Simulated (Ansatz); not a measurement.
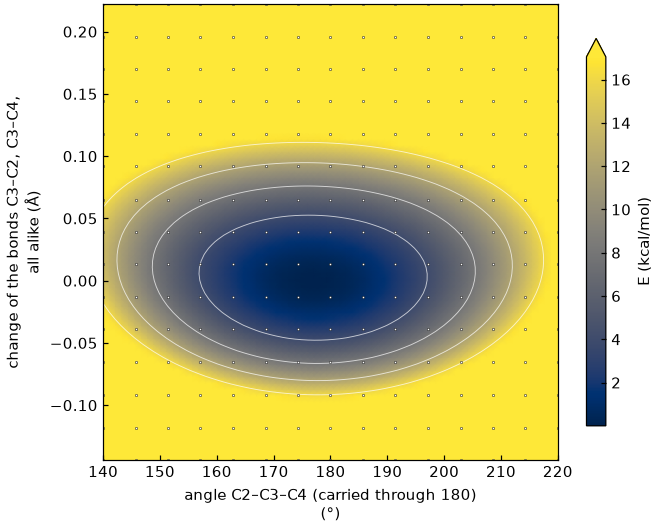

C₃H₄AlCl, SMILES [AlH2][CH]=C=CCl. 
- First axis: angle C2–C3–C4 (carried through 180). Second axis: change of the bonds C3–C2, C3–C4, all alike.
- Nothing is relaxed (all other coordinates rigid).
- Grid: 15 × 15 points.
- Points are written as (first, second).
- All energies are given in kcal/mol relative to the relaxed molecule at the same level.
- Method: RKS CAM-B3LYP-D4/def2-SVP (Ansatz 0.2.0).

Drawn: a smooth colour map with a few white contour lines, dots at the grid points, one colour for all values above the top of the scale. Between grid points the surface is interpolated.

### Where is the minimum, and how stiff is the well along each coordinate?

The interpolated minimum is at the first coordinate ≈ 176.9°, the second coordinate ≈ 0.000 Å. The curvatures there are about 2.8 eV/rad² and 138 eV/Å², with a cross term of about 0.6 eV/(rad·Å). Round the minimum the two coordinates are nearly uncoupled. (1 eV is 23.1 kcal/mol.)
